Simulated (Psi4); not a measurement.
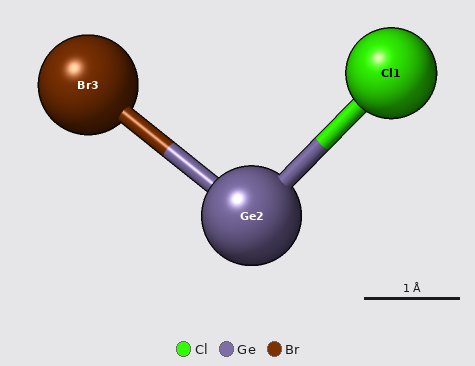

*The structure (ball-and-stick view, seen at a tilt; atoms are numbered from 1 in the order of the input). Sticks mark near contacts.*

Bond lengths as drawn: Br–Ge 2.34 Å and Cl–Ge 2.18 Å.

**Energy and gradient calculation of GeBrCl**

The run: energy and gradient calculation of GeBrCl. Method and program: PBE/def2-TZVPP, RKS (Psi4 1.11).

The geometry comes from this level: PBE0-D4/def2-TZVP.

### Input file (job.dat)
```
memory 1.6 GB

molecule {
  Cl     0.416900     1.650900     0.399000
  Ge    -0.850800     0.093400    -0.452200
  Br     0.423000    -1.809000     0.040000
  symmetry c1
}

set {
  basis def2-TZVPP
  scf_type df
  guess sad
}

e_tot, wfn = gradient("pbe", return_wfn=True)
```

Hardware: 1 thread of Intel Xeon @ 2.50GHz (Skylake/Cascade Lake), 12 GiB of memory available, shared host.

Launch command:
```bash
psi4 job.dat job.out -n 1
```

### Output
```
Psi4 1.11 release

gradient() will perform analytic gradient computation.

   => Loading Basis Set <=

    Name: DEF2-TZVPP
    Role: ORBITAL
    Keyword: BASIS

         ---------------------------------------------------------
                                   SCF
                              RKS Reference
                        1 Threads,   1525 MiB Core
         ---------------------------------------------------------

  ==> Geometry <==

    Molecular point group: c1
    Full point group: Cs

    Geometry (in Angstrom), charge = 0, multiplicity = 1:

       Center              X                  Y                   Z               Mass
    ------------   -----------------  -----------------  -----------------  -----------------
         CL           0.668067878813     2.075638627011     0.000000000000    34.968852682000
         GE          -0.852148482800     0.511556406064    -0.000000000000    73.921177761000
         BR           0.502167854079    -1.398883412319     0.000000000000    78.918337600000

  Running in c1 symmetry.

  Rotational constants: A =      0.20351  B =      0.05096  C =      0.04076 [cm^-1]
  Rotational constants: A =   6101.00571  B =   1527.82010  C =   1221.84454 [MHz]
  Nuclear repulsion =  475.587090045711079

  Charge       = 0
  Multiplicity = 1
  Electrons    = 84
  Nalpha       = 42
  Nbeta        = 42

  ==> Algorithm <==

  SCF Algorithm Type is DF.
  DIIS enabled.
  MOM disabled.
  Fractional occupation disabled.
  Guess Type is SAD.
  Energy threshold   = 1.00e-08
  Density threshold  = 1.00e-08
  Integral threshold = 1.00e-12

  ==> Primary Basis <==

  Basis Set: DEF2-TZVPP
    Blend: DEF2-TZVPP
    Number of shells: 46
    Number of basis functions: 138
    Number of Cartesian functions: 158
    Spherical Harmonics?: true
    Max angular momentum: 3

  ==> DFT Potential <==

   => LibXC <=

    Version 7.1.2

   => Composite Functional: PBE <=

    PBE GGA Exchange-Correlation Functional

    Deriv               =              1
    GGA                 =           TRUE
    Meta                =          FALSE

    Exchange Hybrid     =          FALSE
    MP2 Hybrid          =          FALSE

   => Exchange Functionals <=

    1.0000     XC_GGA_X_PBE

   => Correlation Functionals <=

    1.0000     XC_GGA_C_PBE

   => LibXC Density Thresholds  <==

    XC_GGA_C_PBE:  1.00E-12
    XC_GGA_X_PBE:  1.00E-15

   => Molecular Quadrature <=

    Radial Scheme          =       TREUTLER
    Pruning Scheme         =           NONE
    Nuclear Scheme         =       TREUTLER

    Blocking Scheme        =         OCTREE
    BS radius alpha        =              1
    Pruning alpha          =              1
    Radial Points          =             75
    Spherical Points       =            302
    Total Points           =          62229
    Total Blocks           =            547
    Max Points             =            256
    Max Functions          =            122
    Weights Tolerance      =       1.00E-15

   => Loading Basis Set <=

    Name: (DEF2-TZVPP AUX)
    Role: JKFIT
    Keyword: DF_BASIS_SCF

  ==> Integral Setup <==

  DFHelper Memory: AOs need 0.096 GiB; user supplied 0.944 GiB.
  SCF_SUBTYPE=INCORE selected. In-core MEM_DF algorithm will be used.
  Using in-core AOs.

  ==> MemDFJK: Density-Fitted J/K Matrices <==

    J tasked:                   Yes
    K tasked:                    No
    wK tasked:                   No
    Memory [MiB]:               966
    Algorithm:                 Core
    Schwarz Cutoff:           1E-12
    Mask sparsity (%):       6.1857
    Fitting Condition:        1E-10

   => Auxiliary Basis Set <=

  Basis Set: (DEF2-TZVPP AUX)
    Blend: DEF2-UNIVERSAL-JKFIT
    Number of shells: 158
    Number of basis functions: 660
    Number of Cartesian functions: 897
    Spherical Harmonics?: true
    Max angular momentum: 5

  Cached 100.0% of DFT collocation blocks in 0.174 [GiB].

  Minimum eigenvalue in the overlap matrix is 7.1262312133E-03.
  Reciprocal condition number of the overlap matrix is 1.7925393415E-03.
    Using symmetric orthogonalization.

  ==> Pre-Iterations <==

  SCF Guess: Superposition of Atomic Densities via on-the-fly atomic UHF (no occupation information).

   -------------------------
    Irrep   Nso     Nmo
   -------------------------
     A        138     138
   -------------------------
    Total     138     138
   -------------------------

  ==> Iterations <==

                           Total Energy        Delta E     RMS |[F,P]|

   @DF-RKS iter SAD: -5105.92452933245659   -5.10592e+03   0.00000e+00
   @DF-RKS iter   1: -5108.65861675395081   -2.73409e+00   2.54491e-02 ADIIS/DIIS
   @DF-RKS iter   2: -5097.97586366294036    1.06828e+01   6.97907e-02 ADIIS/DIIS
   @DF-RKS iter   3: -5110.22265987967148   -1.22468e+01   1.17424e-02 ADIIS/DIIS
   @DF-RKS iter   4: -5110.53613356061123   -3.13474e-01   2.67029e-03 ADIIS/DIIS
   @DF-RKS iter   5: -5110.56410997216972   -2.79764e-02   1.16421e-03 ADIIS/DIIS
   @DF-RKS iter   6: -5110.57801811073841   -1.39081e-02   4.33812e-04 ADIIS/DIIS
   @DF-RKS iter   7: -5110.58068899668888   -2.67089e-03   7.20953e-05 DIIS
   @DF-RKS iter   8: -5110.58073221624636   -4.32196e-05   2.73367e-05 DIIS
   @DF-RKS iter   9: -5110.58073847427022   -6.25802e-06   1.31580e-05 DIIS
   @DF-RKS iter  10: -5110.58074067615053   -2.20188e-06   1.35784e-06 DIIS
   @DF-RKS iter  11: -5110.58074069110626   -1.49557e-08   4.82293e-07 DIIS
   @DF-RKS iter  12: -5110.58074069334089   -2.23463e-09   8.20404e-08 DIIS
   @DF-RKS iter  13: -5110.58074069342820   -8.73115e-11   1.54847e-08 DIIS
   @DF-RKS iter  14: -5110.58074069343547   -7.27596e-12   5.30496e-09 DIIS
  Energy and wave function converged.

  ==> Post-Iterations <==

   Electrons on quadrature grid:
      Ntotal   =   84.0000064196 ; deviation = 6.420e-06

    Orbital Energies [Eh]
    ---------------------

    Doubly Occupied:

       1A   -481.012883     2A   -397.119972     3A   -100.659654
       4A    -61.818192     5A    -55.730928     6A    -55.729699
       7A    -55.728785     8A    -49.223547     9A    -43.838582
      10A    -43.836796    11A    -43.836123    12A     -9.174356
      13A     -8.413436    14A     -6.993782    15A     -6.990449
      16A     -6.988322    17A     -6.286511    18A     -6.282707
      19A     -6.280015    20A     -6.025293    21A     -4.244416
      22A     -4.239570    23A     -4.237032    24A     -2.489580
      25A     -2.488919    26A     -2.486975    27A     -2.484032
      28A     -2.483819    29A     -1.148498    30A     -1.146983
      31A     -1.145051    32A     -1.143495    33A     -1.141340
      34A     -0.752885    35A     -0.707868    36A     -0.473456
      37A     -0.345834    38A     -0.313386    39A     -0.312221
      40A     -0.279679    41A     -0.266409    42A     -0.251545

    Virtual:

      43A     -0.141307    44A     -0.049641    45A     -0.039521
      46A      0.125032    47A      0.140595    48A      0.145483
      49A      0.149492    50A      0.154734    51A      0.175835
      52A      0.188551    53A      0.219910    54A      0.235387
      55A      0.250791    56A      0.262439    57A      0.266512
      58A      0.290837    59A      0.294454    60A      0.312822
      61A      0.334768    62A      0.362431    63A      0.380775
      64A      0.394957    65A      0.438904    66A      0.457489
      67A      0.492408    68A      0.496433    69A      0.530324
      70A      0.571038    71A      0.796107    72A      0.808148
      73A      0.814650    74A      0.825133    75A      0.883320
      76A      0.927913    77A      0.950989    78A      0.980196
      79A      1.043541    80A      1.051238    81A      1.058408
      82A      1.105655    83A      1.107286    84A      1.182447
      85A      1.281698    86A      1.285915    87A      1.330101
      88A      1.354037    89A      1.448166    90A      1.448485
      91A      1.467911    92A      1.483163    93A      1.495006
      94A      1.525062    95A      1.531856    96A      1.576825
      97A      1.655810    98A      1.681462    99A      1.711534
     100A      1.723674   101A      1.752142   102A      1.775170
     103A      1.812959   104A      1.875567   105A      1.996456
     106A      1.997779   107A      2.025637   108A      2.045792
     109A      2.132643   110A      2.138558   111A      2.170642
     112A      2.198603   113A      2.237333   114A      2.447674
     115A      2.543342   116A      2.559973   117A      2.613017
     118A      2.659967   119A      2.714068   120A      3.562509
     121A      3.749992   122A      3.879901   123A      3.888315
     124A      3.955475   125A      3.978674   126A      3.985327
     127A      4.476927   128A      5.084278   129A      7.290887
     130A      7.882364   131A      7.889244   132A      7.960649
     133A      7.980603   134A      8.003824   135A     10.509542
     136A     10.526111   137A     10.772877   138A     24.717069

    Final Occupation by Irrep:
              A
    DOCC [    42 ]
    NA   [    42 ]
    NB   [    42 ]

  @DF-RKS Final Energy: -5110.58074069343547

   => Energetics <=

    Nuclear Repulsion Energy =            475.5870900457110793
    One-Electron Energy =               -8060.8992473171811071
    Two-Electron Energy =                2672.4316503504132925
    DFT Exchange-Correlation Energy =    -197.7002337723787662
    Empirical Dispersion Energy =           0.0000000000000000
    VV10 Nonlocal Energy =                  0.0000000000000000
    Total Energy =                      -5110.5807406934354731

Computation Completed

Properties will be evaluated at   0.000000,   0.000000,   0.000000 [a0]

Properties computed using the SCF density matrix

 Multipole Moments:

 ------------------------------------------------------------------------------------
     Multipole            Electronic (a.u.)      Nuclear  (a.u.)        Total (a.u.)
 ------------------------------------------------------------------------------------

 L = 1.  Multiply by 2.5417464519 to convert [e a0] to [Debye]
 Dipole X            :         -3.8326037            3.1450285           -0.6875752
 Dipole Y            :         -5.0377079            5.0923248            0.0546169
 Dipole Z            :         -0.0000000            0.0000000           -0.0000000
 Magnitude           :                                                    0.6897410

 ------------------------------------------------------------------------------------

	total time  =          8 seconds =       0.13 minutes

         ------------------------------------------------------------
                                   SCF GRAD
         ------------------------------------------------------------

  ==> Geometry <==

    Molecular point group: c1
    Full point group: Cs

    Geometry (in Angstrom), charge = 0, multiplicity = 1:

       Center              X                  Y                   Z               Mass
    ------------   -----------------  -----------------  -----------------  -----------------
         CL           0.668067878813     2.075638627011     0.000000000000    34.968852682000
         GE          -0.852148482800     0.511556406064    -0.000000000000    73.921177761000
         BR           0.502167854079    -1.398883412319     0.000000000000    78.918337600000

  Nuclear repulsion =  475.587090045711079

  ==> Basis Set <==

  Basis Set: DEF2-TZVPP
    Blend: DEF2-TZVPP
    Number of shells: 46
    Number of basis functions: 138
    Number of Cartesian functions: 158
    Spherical Harmonics?: true
    Max angular momentum: 3

  ==> DFJKGrad: Density-Fitted SCF Gradients <==

    Gradient:                    1
    J tasked:                  Yes
    K tasked:                   No
    wK tasked:                  No
    Integrals threads:           1
    Memory [MiB]:             1144
    Schwarz Cutoff:          1E-12
    Fitting Condition:       1E-10

   => Auxiliary Basis Set <=

  Basis Set: (DEF2-TZVPP AUX)
    Blend: DEF2-UNIVERSAL-JKFIT
    Number of shells: 158
    Number of basis functions: 660
    Number of Cartesian functions: 897
    Spherical Harmonics?: true
    Max angular momentum: 5

  ==> DFT Potential <==

   => LibXC <=

    Version 7.1.2

   => Composite Functional: PBE <=

    PBE GGA Exchange-Correlation Functional

    Deriv               =              1
    GGA                 =           TRUE
    Meta                =          FALSE

    Exchange Hybrid     =          FALSE
    MP2 Hybrid          =          FALSE

   => Exchange Functionals <=

    1.0000     XC_GGA_X_PBE

   => Correlation Functionals <=

    1.0000     XC_GGA_C_PBE

   => LibXC Density Thresholds  <==

    XC_GGA_C_PBE:  1.00E-12
    XC_GGA_X_PBE:  1.00E-15

   => Molecular Quadrature <=

    Radial Scheme          =       TREUTLER
    Pruning Scheme         =           NONE
    Nuclear Scheme         =       TREUTLER

    Blocking Scheme        =         OCTREE
    BS radius alpha        =              1
    Pruning alpha          =              1
    Radial Points          =             75
    Spherical Points       =            302
    Total Points           =          62229
    Total Blocks           =            547
    Max Points             =            256
    Max Functions          =            122
    Weights Tolerance      =       1.00E-15

  -Total Gradient:
     Atom            X                  Y                   Z
    ------   -----------------  -----------------  -----------------
       1       -0.004575693928    -0.005379048386    -0.000000000000
       2        0.007628634290     0.000167071700    -0.000000000000
       3       -0.003317602162     0.005615571473     0.000000000001

	total time  =          4 seconds =       0.07 minutes

    Psi4 run time: 0:00:11.99
```

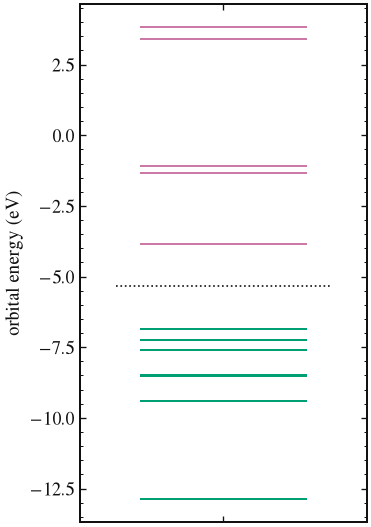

*Orbital energies near the frontier; the dotted line parts filled from empty levels, and levels within 0.02 eV of each other stand side by side.*

Highest filled −6.84 eV, lowest empty −3.85 eV, 2.99 eV apart.

### Results in brief

```tsv
quantity	value
outcome	converged
total energy	−5110.580741 hartree
basis functions	138
largest force	0.392 eV/Å
HOMO	−6.84 eV
LUMO	−3.85 eV
dipole moment	1.75 D
wall time	14 s
peak memory	0.51 GiB
```
